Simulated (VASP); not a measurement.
Band structure of LiCl (space group Fm-3m). Computed with PBE GGA, VASP's PBE PAW potentials (set 64) (plane waves; VASP 6.6.1).

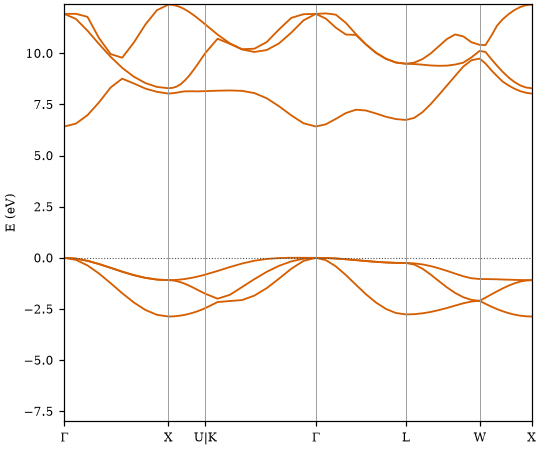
Bands along high-symmetry lines, zero at the valence-band maximum or, without a gap, the Fermi level

### Question
Read the plot: is there a gap, and where are the band edges?

### Answer
The gap is indirect, 6.42 eV, from the valence maximum at K-Γ at 0.78 to the conduction minimum at Γ.

The structure is a typed LiCl crystal (Fm-3m). The cell was not relaxed at this level.
